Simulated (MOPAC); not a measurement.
## Frequency calculation, with input and output: C$_{2}$H$_{6}$BClSi (part 1 of 3)

C$_{2}$H$_{6}$BClSi, computed with PM6, closed shell (MOPAC 23.2.5).

The geometry was optimised with PM6.

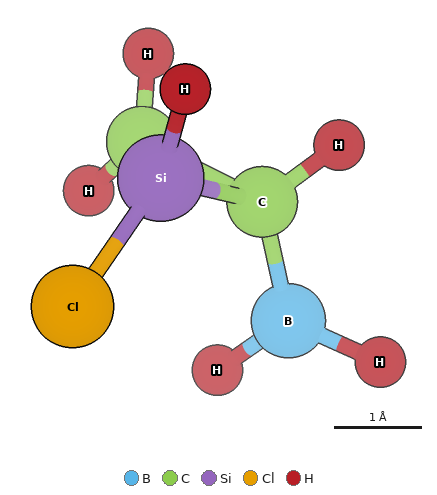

*The input geometry (ball-and-stick view, seen at a tilt).*

Bond lengths as drawn: B–C 1.54 Å, B–H 1.18 Å, Cl–Si 2.02 Å, C–C 1.60 Å, C–H 1.10 to 1.11 Å, C–Si 1.81 to 1.83 Å and H–Si 1.45 Å.

Input file (calc.mop)
```
FORCE THERMO(200,600,200) PM6 AUX(PRECISION=6) T=10M THREADS=1

BC1C[SiH]1Cl
B -0.672762 1 -0.272564 1 1.619944 1
C -0.132065 1 0.533982 1 0.428849 1
C 1.242657 1 0.056425 1 -0.237826 1
Si -0.213362 1 -0.025344 1 -1.311027 1
Cl -1.067444 1 -1.765772 1 -1.895009 1
H -0.146621 1 -1.278557 1 1.954844 1
H -1.640085 1 0.127437 1 2.173836 1
H -0.205397 1 1.619589 1 0.635832 1
H 1.709584 1 -0.806429 1 0.253775 1
H 2.018699 1 0.827748 1 -0.318885 1
H -0.415404 1 0.953238 1 -2.362464 1
```

Machine: 1 thread of AMD EPYC (Zen 3), 176 GiB of memory available, shared host.

Run as:
```bash
mopac calc.mop
```

The program's output
```
MOPAC v23.2.5
PM6 CALCULATION RESULTS

 *  PM6        - The PM6 Hamiltonian to be used
 *  FORCE      - FORCE CALCULATION SPECIFIED
 *  THREADS=1  - MULTI-THREADING NOT USED
 *  AUX        - OUTPUT AUXILIARY INFORMATION
 *  THERMO     - THERMODYNAMIC QUANTITIES TO BE CALCULATED
FORCE THERMO(200,600,200) PM6 AUX(PRECISION=6) T=10M THREADS=1

 BC1C[SiH]1Cl
   ATOM   CHEMICAL          X               Y               Z
  NUMBER   SYMBOL      (ANGSTROMS)     (ANGSTROMS)     (ANGSTROMS)

     1       B         -0.67276200  *  -0.27256400  *   1.61994400  *
     2       C         -0.13206500  *   0.53398200  *   0.42884900  *
     3       C          1.24265700  *   0.05642500  *  -0.23782600  *
     4      Si         -0.21336200  *  -0.02534400  *  -1.31102700  *
     5      Cl         -1.06744400  *  -1.76577200  *  -1.89500900  *
     6       H         -0.14662100  *  -1.27855700  *   1.95484400  *
     7       H         -1.64008500  *   0.12743700  *   2.17383600  *
     8       H         -0.20539700  *   1.61958900  *   0.63583200  *
     9       H          1.70958400  *  -0.80642900  *   0.25377500  *
    10       H          2.01869900  *   0.82774800  *  -0.31888500  *
    11       H         -0.41540400  *   0.95323800  *  -2.36246400  *

          CARTESIAN COORDINATES

    NO.       ATOM           X           Y           Z

     1         B         -0.6728     -0.2726      1.6199
     2         C         -0.1321      0.5340      0.4288
     3         C          1.2427      0.0564     -0.2378
     4        Si         -0.2134     -0.0253     -1.3110
     5        Cl         -1.0674     -1.7658     -1.8950
     6         H         -0.1466     -1.2786      1.9548
     7         H         -1.6401      0.1274      2.1738
     8         H         -0.2054      1.6196      0.6358
     9         H          1.7096     -0.8064      0.2538
    10         H          2.0187      0.8277     -0.3189
    11         H         -0.4154      0.9532     -2.3625

           Empirical Formula: C2 H6 B Si Cl  =    11 atoms

      MOLECULAR POINT GROUP   :   C1

      RHF CALCULATION, NO. OF DOUBLY OCCUPIED LEVELS = 14

          HEAT OF FORMATION =      -2.950953 KCALS/MOLE

          CARTESIAN COORDINATE DERIVATIVES

   NUMBER  ATOM         X            Y            Z

     1       B     -0.001094     0.001956    -0.048815
     2       C      0.017780     0.021357     0.015426
     3       C     -0.001378    -0.027997     0.021045
     4      Si     -0.009987    -0.003349    -0.015694
     5      Cl      0.006041     0.005371    -0.014338
     6       H     -0.008669     0.007959     0.016605
     7       H     -0.004858    -0.014098     0.017380
     8       H     -0.003202    -0.004751    -0.002730
     9       H     -0.007748     0.007875     0.014565
    10       H      0.011725     0.000701    -0.011208
    11       H      0.001389     0.004976     0.007766

 DIPOLE           X         Y         Z       TOTAL
 POINT-CHG.     1.755    -0.656    -0.001     1.874
 HYBRID        -0.214     0.338    -0.143     0.425
 SUM            1.541    -0.318    -0.143     1.580

          GRADIENT NORM =   0.08318

          MOLECULAR WEIGHT =  104.42

          ROTATIONAL CONSTANTS IN CM(-1)

          A =    0.18368874   B =    0.07006041   C =    0.05877020

           PRINCIPAL MOMENTS OF INERTIA IN UNITS OF 10**(-40)*GRAM-CM**2

          A =      152.3923   B =      399.5516   C =      476.3086

          ORIENTATION OF MOLECULE IN FORCE CALCULATION

    NO.       ATOM         X         Y         Z

     1          B      -1.8300   -0.5723   -1.5116
     2          C      -0.2932   -0.5723   -1.5116
     3          C       0.4565    0.8420   -1.5116
     4         Si       0.7331   -0.1864   -0.0473
     5         Cl      -0.0282    0.2500    1.7774
     6          H      -2.4324    0.4403   -1.3991
     7          H      -2.3897   -1.6120   -1.6025
     8          H       0.0903   -1.3110   -2.2423
     9          H      -0.2131    1.7105   -1.5516
    10          H       1.1972    0.9814   -2.3089
    11          H       1.9906   -0.8842    0.1419

    FIRST DERIVATIVES WILL BE USED IN THE CALCULATION OF SECOND DERIVATIVES

          ESTIMATED TIME TO COMPLETE CALCULATION =        0.77 SECONDS

    FOR POINT-GROUP C1   THERE ARE   1 UNIQUE SYMMETRY FUNCTIONS.

 STEP:   1 TIME =     0.01 SECS, INTEGRAL =      0.01 TIME LEFT:    599.98
 STEP:   2 TIME =     0.01 SECS, INTEGRAL =      0.02 TIME LEFT:    599.96
 STEP:   3 TIME =     0.01 SECS, INTEGRAL =      0.04 TIME LEFT:    599.95
 STEP:   4 TIME =     0.01 SECS, INTEGRAL =      0.05 TIME LEFT:    599.94
 STEP:   5 TIME =     0.02 SECS, INTEGRAL =      0.06 TIME LEFT:    599.93
 STEP:   6 TIME =     0.02 SECS, INTEGRAL =      0.08 TIME LEFT:    599.91
 STEP:   7 TIME =     0.01 SECS, INTEGRAL =      0.09 TIME LEFT:    599.90
 STEP:   8 TIME =     0.02 SECS, INTEGRAL =      0.11 TIME LEFT:    599.88
 STEP:   9 TIME =     0.02 SECS, INTEGRAL =      0.12 TIME LEFT:    599.87
 STEP:  10 TIME =     0.01 SECS, INTEGRAL =      0.13 TIME LEFT:    599.86
 STEP:  11 TIME =     0.02 SECS, INTEGRAL =      0.15 TIME LEFT:    599.84
 STEP:  12 TIME =     0.02 SECS, INTEGRAL =      0.16 TIME LEFT:    599.82
 STEP:  13 TIME =     0.01 SECS, INTEGRAL =      0.18 TIME LEFT:    599.81
 STEP:  14 TIME =     0.02 SECS, INTEGRAL =      0.19 TIME LEFT:    599.80
 STEP:  15 TIME =     0.01 SECS, INTEGRAL =      0.20 TIME LEFT:    599.79
 STEP:  16 TIME =     0.01 SECS, INTEGRAL =      0.21 TIME LEFT:    599.77
 STEP:  17 TIME =     0.01 SECS, INTEGRAL =      0.23 TIME LEFT:    599.76
 STEP:  18 TIME =     0.01 SECS, INTEGRAL =      0.24 TIME LEFT:    599.75
 STEP:  19 TIME =     0.01 SECS, INTEGRAL =      0.25 TIME LEFT:    599.74
 STEP:  20 TIME =     0.01 SECS, INTEGRAL =      0.26 TIME LEFT:    599.73
 STEP:  21 TIME =     0.01 SECS, INTEGRAL =      0.27 TIME LEFT:    599.71
 STEP:  22 TIME =     0.01 SECS, INTEGRAL =      0.29 TIME LEFT:    599.70
 STEP:  23 TIME =     0.01 SECS, INTEGRAL =      0.30 TIME LEFT:    599.69
 STEP:  24 TIME =     0.02 SECS, INTEGRAL =      0.31 TIME LEFT:    599.68
 STEP:  25 TIME =     0.01 SECS, INTEGRAL =      0.32 TIME LEFT:    599.66
 STEP:  26 TIME =     0.01 SECS, INTEGRAL =      0.34 TIME LEFT:    599.65
 STEP:  27 TIME =     0.02 SECS, INTEGRAL =      0.35 TIME LEFT:    599.64
 STEP:  28 TIME =     0.01 SECS, INTEGRAL =      0.36 TIME LEFT:    599.62
 STEP:  29 TIME =     0.01 SECS, INTEGRAL =      0.38 TIME LEFT:    599.61
 STEP:  30 TIME =     0.02 SECS, INTEGRAL =      0.39 TIME LEFT:    599.60
 STEP:  31 TIME =     0.01 SECS, INTEGRAL =      0.40 TIME LEFT:    599.59
 STEP:  32 TIME =     0.01 SECS, INTEGRAL =      0.41 TIME LEFT:    599.57
 STEP:  33 TIME =     0.01 SECS, INTEGRAL =      0.43 TIME LEFT:    599.56

(To convert to Hartree/Bohr^2, multiply by (10^(-21) x N x a0^2)/(4.184 x 627.51) =  0.0642)

           FORCE MATRIX IN MILLIDYNES/ANGSTROM

                  B  1       C  2       C  3      Si  4      Cl  5       H  6
 ------------------------------------------------------------------------------
     B    1  10.906876
     C    2   4.046492  10.221368
     C    3   0.399985   2.494709  10.041592
    Si    4   0.539585   3.210443   3.632317   9.309521
    Cl    5   0.078439   0.086763   0.098583   2.346254   2.438787
     H    6   4.424312   0.420376   0.016562   0.051983   0.011844   4.657608
     H    7   4.403395   0.392215   0.055078   0.031585   0.006867   0.298609
     H    8   0.475085   3.370703   0.459271   0.429977   0.022099   0.051395
     H    9   0.038511   0.480224   3.505410   0.408559   0.026104   0.009334
     H   10   0.036542   0.483262   3.492513   0.424060   0.013065   0.003905
     H   11   0.032206   0.157998   0.159765   2.638790   0.176605   0.008677

                  H  7       H  8       H  9       H 10       H 11
 ------------------------------------------------------------------
     H    7   4.650911
     H    8   0.022994   4.080006
     H    9   0.007324   0.046559   4.191897
     H   10   0.010195   0.031839   0.449538   4.178539
     H   11   0.004196   0.032297   0.024042   0.032940   2.670615

          HEAT OF FORMATION =      -2.950953 KCALS/MOLE

          ZERO POINT ENERGY      44.917 KCAL/MOL

           NORMAL COORDINATE ANALYSIS (Total motion = 1 Angstrom)

   Root No.       1         2         3         4         5         6         7         8

                 1 A       2 A       3 A       4 A       5 A       6 A       7 A       8 A

                  94.4     149.3     217.8     262.6     334.0     445.8     525.2     630.3

           1    0.0087   -0.0095    0.0240    0.0023   -0.0466   -0.0150   -0.0219   -0.0130
           2    0.0291    0.0221   -0.0089   -0.0329   -0.0457   -0.0003   -0.0013   -0.0013
           3    0.1452   -0.0298    0.0287    0.0253   -0.0171   -0.0100   -0.0053   -0.0027
           4    0.0102   -0.0090    0.0221    0.0008   -0.0465   -0.0095   -0.0102   -0.0062
           5    0.0020   -0.0217   -0.0035    0.0395    0.0498    0.0247    0.0006   -0.0002
           6    0.0150    0.0244   -0.0591   -0.0314    0.0377   -0.0520   -0.0160   -0.0220
           7    0.0314    0.0116    0.0236    0.0379    0.0530   -0.0067   -0.0137    0.0422
           8   -0.0089   -0.0326   -0.0065    0.0177    0.0013   -0.0165   -0.0005   -0.0263
           9   -0.0303   -0.0649   -0.0315   -0.0040   -0.0058   -0.0679    0.0229   -0.0005
          10    0.0409   -0.0057   -0.0452   -0.0247    0.0158    0.0680    0.0160   -0.0202
          11    0.0204    0.0543    0.0092   -0.0077    0.0107   -0.0274   -0.0162    0.0020
          12   -0.0112    0.0011   -0.0058   -0.0066    0.0047   -0.0455   -0.0039    0.0111
          13   -0.0519    0.0052    0.0089    0.0033   -0.0012   -0.0370   -0.0039    0.0081
          14   -0.0250   -0.0304    0.0006    0.0002   -0.0043    0.0191    0.0067   -0.0025
          15   -0.0392    0.0286    0.0264    0.0075   -0.0071    0.0837    0.0082   -0.0080
          16    0.0347    0.0188    0.0216   -0.0544   -0.1418   -0.0356   -0.0298   -0.0200
          17    0.0375    0.0545   -0.0398   -0.0438   -0.1158   -0.0149   -0.0042   -0.0070
          18    0.2105   -0.1691    0.2976   -0.1896    0.0870    0.0072   -0.0249    0.0102
          19   -0.0161   -0.0392    0.0241    0.0676    0.0509    0.0065   -0.0140   -0.0089
          20    0.0389    0.0303    0.0063   -0.0932   -0.0862   -0.0129   -0.0052   -0.0057
          21    0.1872    0.0606   -0.1469    0.3028   -0.1733   -0.0007   -0.0131    0.0189
          22   -0.0489   -0.0133    0.0264   -0.0147   -0.0340   -0.0534   -0.0806   -0.0249
          23   -0.0059   -0.0838    0.0103    0.0412    0.0263    0.0435    0.0659    0.0150
          24   -0.0032    0.0836   -0.0640   -0.0429    0.0576   -0.0956   -0.1151   -0.0441
          25    0.0458    0.0258    0.0344    0.0686    0.1252   -0.0133    0.0216    0.0459
          26    0.0006   -0.0273   -0.0038    0.0387    0.0540   -0.0014    0.0065    0.0016
          27   -0.0513   -0.1531   -0.1083   -0.0260   -0.0124    0.1424   -0.1598    0.2405
          28    0.0276    0.0370    0.0895    0.0743    0.0432   -0.1737    0.1500   -0.1198
          29   -0.0450   -0.1055   -0.0339   -0.0035   -0.0894    0.0625   -0.0791    0.0651
          30   -0.0409   -0.0560    0.0221    0.0250   -0.0328   -0.1994    0.1470   -0.1207
          31    0.0559    0.0189   -0.0518   -0.0552   -0.0192    0.0302    0.1662    0.1176
          32    0.0544    0.0971   -0.0003   -0.0612   -0.0537   -0.0814    0.2433    0.2917
          33    0.0111    0.0007    0.0054    0.0018   -0.0023    0.0079   -0.0413    0.1633

   Root No.       9        10        11        12        13        14        15        16

                 9 A      10 A      11 A      12 A      13 A      14 A      15 A      16 A

                 663.6     721.1     771.8     830.1     851.1     926.5     997.9    1046.0

           1    0.0089   -0.0387    0.0138   -0.0175   -0.0150   -0.0293   -0.0235   -0.0355
           2    0.0210   -0.0234   -0.0057   -0.0293    0.0315   -0.0289    0.0193    0.0152
           3   -0.0074   -0.0087    0.0178   -0.0123   -0.0014    0.0075   -0.0532    0.0496
           4    0.0066   -0.0135    0.0190   -0.0127   -0.0027    0.0126    0.0140    0.0170
           5    0.0591   -0.0474   -0.0157    0.0194   -0.0140    0.0154   -0.0353   -0.0309
           6   -0.0430   -0.0438    0.0572   -0.0157   -0.0065    0.0074    0.0232   -0.0344
           7   -0.0640    0.0190   -0.0021   -0.0127    0.0091    0.0367    0.0172    0.0104
           8   -0.0491   -0.0175    0.0394    0.0255    0.0017    0.0204    0.0288    0.0213
           9   -0.0409    0.0471   -0.0164   -0.0073    0.0077   -0.0443   -0.0025    0.0076
          10    0.0169    0.0194   -0.0103    0.0086    0.0053   -0.0001    0.0002    0.0028
          11    0.0001    0.0414   -0.0110   -0.0115   -0.0005   -0.0106   -0.0045   -0.0019
          12    0.0614   -0.0004   -0.0193   -0.0004   -0.0166    0.0239    0.0105    0.0127
          13    0.0086    0.0013    0.0024    0.0012    0.0003    0.0006    0.0002    0.0005
          14   -0.0056   -0.0025   -0.0011   -0.0004   -0.0002   -0.0001   -0.0001   -0.0001
          15   -0.0174   -0.0011    0.0016    0.0003    0.0023   -0.0027   -0.0009   -0.0012
          16   -0.0789    0.0415    0.0331    0.1190   -0.1490    0.0404   -0.0921   -0.1586
          17   -0.0335    0.0265    0.0168    0.0484   -0.0552    0.0204   -0.0492   -0.0347
          18    0.0004   -0.0039   -0.0866    0.0627    0.0237   -0.0332    0.1886   -0.1748
          19    0.0915   -0.1476    0.0122   -0.1607    0.1161   -0.1492    0.0026   -0.0321
          20   -0.0271    0.0342    0.0064    0.0457   -0.0450    0.0430   -0.0194    0.0283
          21    0.0134    0.0225   -0.1052    0.0664    0.0137   -0.0469    0.2040   -0.1440
          22   -0.0692   -0.0906   -0.1320    0.1855    0.0063   -0.0863    0.0622    0.2114
          23    0.0816    0.0565    0.1043   -0.0294   -0.1160   -0.0075    0.1107    0.0490
          24   -0.1051   -0.1727   -0.1453    0.1319    0.1055   -0.0163   -0.0979   -0.0051
          25   -0.0514    0.0084    0.0102    0.0388   -0.0998   -0.1633   -0.0351    0.0134
          26   -0.0403   -0.0221    0.0388    0.0547   -0.0781   -0.1211   -0.0192    0.0146
          27   -0.0995    0.0644   -0.0741   -0.0666   -0.0326   -0.0645   -0.0996   -0.0820
          28   -0.0352    0.0521   -0.0245    0.0204    0.0693    0.0411   -0.0764   -0.0798
          29   -0.0541    0.0149   -0.0351   -0.0327    0.1182    0.2482   -0.0185   -0.0415
          30   -0.0213    0.0818   -0.0509    0.0074    0.0899    0.0208   -0.0963   -0.0920
          31   -0.0407   -0.1018   -0.0480    0.0047   -0.0174    0.0223    0.0064    0.0069
          32   -0.0763   -0.1499   -0.0082    0.0270    0.0044    0.0015   -0.0064   -0.0077
          33    0.1905    0.1125    0.2664    0.2028    0.1792   -0.0713   -0.0346   -0.0278

   Root No.      17        18        19        20        21        22        23        24

                17 A      18 A      19 A      20 A      21 A      22 A      23 A      24 A

                1081.4    1091.4    1159.6    1257.1    1288.0    2146.4    2674.8    2688.1
```
